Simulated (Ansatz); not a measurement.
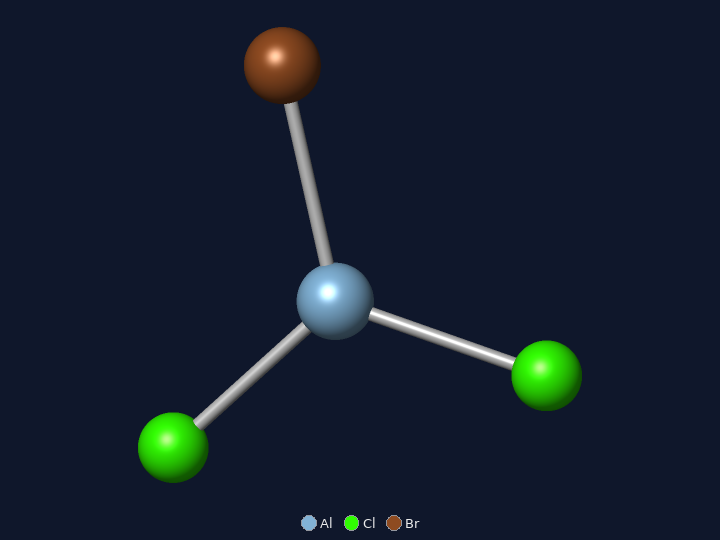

A ball-and-stick model of a molecule. Every bond is drawn as one stick, whatever its order.

Computed geometry: PBE0-D4/def2-TZVP optimisation.

**Count the atoms of each element.**

AlBrCl₂, 4 atoms: 1 aluminium, 1 bromine and 2 chlorine.

**How many bonds of each kind are drawn?**

2 Al–Cl, 1 Al–Br. Sticks follow a distance rule.

**What is the point group of this geometry?**

C2v.

The parts below concern this one geometry. Atoms keep their numbers from picture to picture.

## Geometry

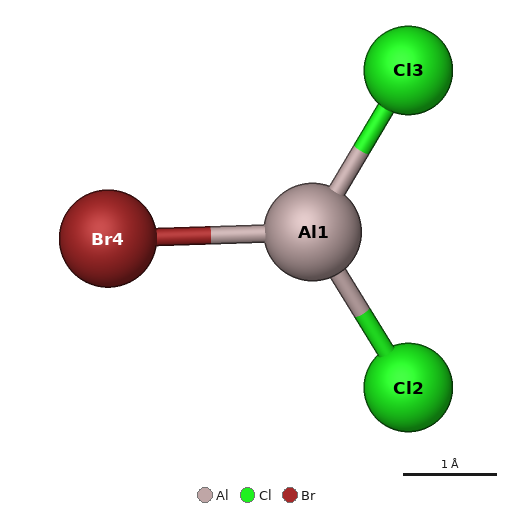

The atoms are numbered.

**What is the geometry at Al1?**

Al1 has 3 neighbours (Cl2 at 2.07, Cl3 at 2.07, Br4 at 2.23 Å); the arrangement is trigonal planar.

## Vibrations

Harmonic vibrations computed with RKS PBE0-D4/def2-TZVP (Ansatz 0.2.0) at a stationary point of the same level.

**How many vibrational modes are there, and where do they lie?**

6 modes: 119, 132, 191, 324, 566, 622 cm⁻¹.

## Thermal motion

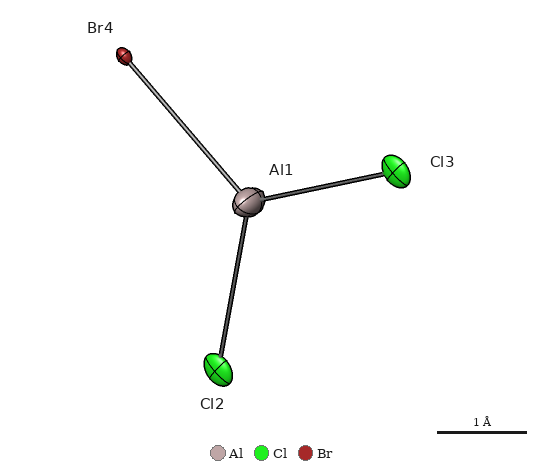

Displacement ellipsoids at the 50 % level, enlarged 3 times, from the internal vibrations of the free molecule (harmonic, no overall translation or rotation; no half-axis is drawn under 0.075 Å). Vibrations computed with RKS PBE0-D4/def2-TZVP (Ansatz 0.2.0). Temperature: 0 K (zero-point motion alone).

**Which atom moves most?**

Al1, with U_eq = 0.0018 Å².

Give the displacement parameters, one line for each set of equivalent atoms.

```tsv
atom	U_eq (Å²)	rms amplitudes (Å)
Al1	0.0018	0.034, 0.039, 0.052
Cl2, Cl3	0.0011	0.013, 0.035, 0.045
Br4	0.00032	0.006, 0.019, 0.024
```

## Charges

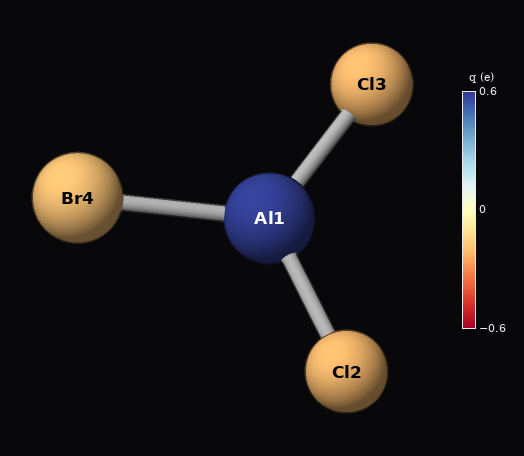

Atoms are coloured by their Mulliken charges. Properties computed with RKS PBE0-D4/def2-TZVP (Ansatz 0.2.0).

List the Mulliken charges.

| atom | value (e) |
| --- | --- |
| Al1 | 0.58 |
| Cl2 | −0.20 |
| Cl3 | −0.20 |
| Br4 | −0.18 |

Mulliken values depend strongly on the basis set and can even reverse the polarity of a bond.
